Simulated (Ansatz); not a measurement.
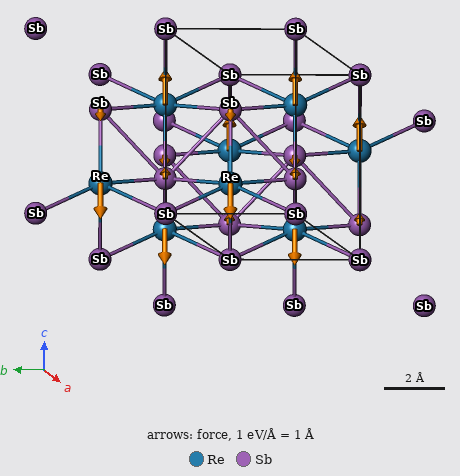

Starting geometry of crystalline Re$_{2}$Sb$_{3}$ (built on the A-type sesquioxide_164 type) (coarse preliminary run) with the computed forces as orange arrows. Style: ball-and-stick. Shown: the cell of the calculation, repeated 2 × 2 × 1 with one cell outlined, from a free direction.

Case: A-type sesquioxide type (P-3m1, No. 164).

Theory: Ansatz, DFT PBE, scalar-relativistic, plane waves, PAW.

Input
```yaml
crystal:
  lattice:
    - [4.3357395027, 0.0, 0.0]
    - [-2.1678697513, 3.7548605535, 0.0]
    - [0.0, 0.0, 6.7457063836]
  atoms:
    - { symbol: Re, position: [0.3333333333, 0.6666666667, 0.245] }
    - { symbol: Re, position: [0.6666666667, 0.3333333333, 0.755] }
    - { symbol: Sb, position: [0.0, 0.0, 0.0] }
    - { symbol: Sb, position: [0.3333333333, 0.6666666667, 0.645] }
    - { symbol: Sb, position: [0.6666666667, 0.3333333333, 0.355] }
basis:
  ecutwfc: 420
kpoints:
  mp_grid: { grid: [6, 6, 4] }
hamiltonian:
  xc: pbe
scf:
  occupations: { method: gaussian, width: 0.1 }
  lower_state_search: "off"
output:
  forces: true
  stress: true
  eigenvalues: true
relax:
  adjacent_minimum: "off"
  f_tol: 0.04
  max_steps: 70
  cell: { stress_tol: 0.4 }
```

Launched with:
```bash
ansatz run input.yaml --threads 1 --pin off --max-ram 2560MiB --backend cpu --events-out ev --progress --plain --runs-dir out
```

Question: Is this structure relaxed? If not, where do the atoms go?

Answer: It isn't relaxed: the largest force vector, on Re atoms, is 1.32 eV/Å. The atoms end up moving mostly along the starting forces (cosine between the two patterns 0.92). The largest moves relative to the cell, 0.51 Å, are those of Re1 and Re2. Re1 goes along −c. Largest moves by element: Re 0.51 Å, Sb 0.05 Å. Cell: a = b 4.336 → 4.514 Å (+4.1 %), c 6.746 → 5.910 Å (−12.4 %). Volume −5.0 %. Among the contacts that change: Re1–Sb4 4.047 → 2.989 Å, Re1–Sb3 3.000 → 2.771 Å, Re1–Sb4 (another image) 2.698 → 2.921 Å, Re1–Sb5 2.611 → 2.831 Å. Bond angles that change, for instance: Re1–Sb3–Re1 92.6° → 109.1°, Re1–Sb3–Re2 87.4° → 70.9°. The space group stays P-3m1 (No. 164). The energy falls by 296 meV per atom in 6 accepted moves (7 points after the start). The largest force component goes from 1.3 to 0.022 eV/Å. Pressure: 4.86 GPa at the start and −0.04 GPa at the end. At 1 point the geometry stayed and the basis and grid were re-selected for the new cell (energy shift of 0.2 meV per atom at most each time). Cost: 31 s on 1 thread of Intel(R) Xeon(R) 6975P-C (Granite Rapids) (shared host), peak memory 0.46 GiB.
